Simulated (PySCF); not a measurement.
```xyz
23

C     3.7533   -1.3069    0.0103
C     2.9494   -0.1510    0.3263
C     2.2963    0.8139    0.6051
C     1.4510    1.9647    0.9014
C     0.2371    1.8351    0.1406
N    -0.7033    1.6611   -0.4975
B    -1.9238    1.0371   -1.1228
N    -2.0982   -0.2619   -0.3354
Si   -3.0229   -0.1709    1.1204
Si   -1.1386   -1.6328   -0.7550
H     4.4280   -1.0772   -0.8135
H     3.1023   -2.1308   -0.2805
H     4.3385   -1.6038    0.8797
H     1.2093    1.9922    1.9701
H     1.9630    2.8947    0.6292
H    -2.8075    1.8167   -0.9626
H    -1.6253    0.8728   -2.2631
H    -2.3441    0.6768    2.1262
H    -3.1537   -1.5203    1.6706
H    -4.3380    0.4065    0.8367
H    -1.8244   -2.8392   -0.2875
H    -0.9508   -1.6774   -2.2057
H     0.1977   -1.5723   -0.1185
```

Geometry: GFN2-xTB.

Level of theory: PBE0/pcSseg-1, SCF density, gas phase, non-relativistic in PySCF 2.14.0.

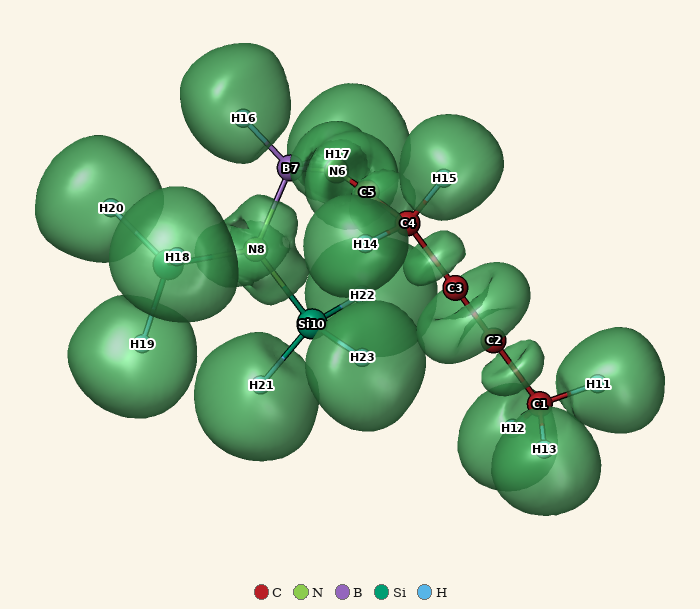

C5H13BN2Si2. Isosurface of the ELF at 0.75 (green), seen at an oblique angle. Only the valence region is drawn (cores and ρ < 0.01 e/Å³ removed).

Describe the localisation domains.

Answer. At this value the surface marks out four regions between bonded C–C atoms (shared pairs), 13 regions around hydrogen nuclei and two regions on N in which the atom's valence shell and bonds are merged. Profiles from the grid: C–N (1.15 Å): the ELF peaks at about 0.85 between the atoms: a short, multiple covalent bond. C–C (1.20 Å): the ELF peaks at about 0.80 between the atoms: a short, multiple covalent bond.
